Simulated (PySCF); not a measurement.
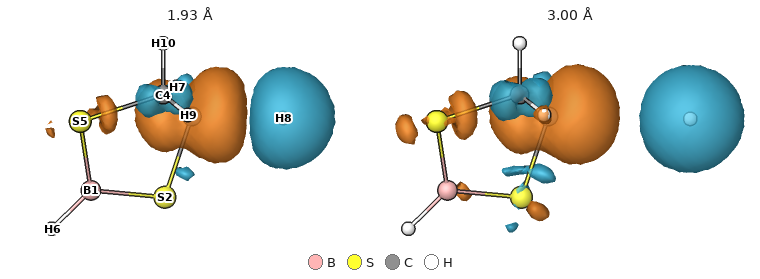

C2H5BS2, SMILES `B1SCCS1`. Rigid stretch of the C3–H8 bond. Broken-symmetry UHF spin density at ±0.03 e/Å³ (light blue: α, orange: β).

Method: def2-SVP basis; geometry: GFN2-xTB; program: PySCF. No frequency check shows the geometry to be a minimum. GFN2-xTB bond lengths at metals and heavier atoms can be off by up to 0.1 Å and shapes distorted, which carries into these values.

Question: How does the broken-symmetry solution share the spin, and how far is it from a pure singlet?

Answer: At 3.00 Å excess α spin lies mostly on H8 and excess β on C3; the two could be swapped at no cost. ⟨S²⟩ is 0.59 at 1.93 Å and 1.00 at 3.00 Å, against 0 for a pure singlet and 1 for an equal mix of singlet and triplet.

Question: Where does the UHF solution part from RHF?

Answer: Between 1.44 Å (⟨S²⟩ = 0, the two coincide) and 1.66 Å (⟨S²⟩ = 0.04); at 3.00 Å ⟨S²⟩ is 1.00 and UHF lies 3.4 eV below RHF.

Question: How much energy does the stretch cost?

Answer: By CASSCF, 4.2 eV from the lowest point of the scan (1.07 Å) to 3.00 Å; RHF gives 7.3 eV from its own lowest point. The fragments aren't relaxed and dynamic correlation is missing, so this isn't a bond dissociation energy.
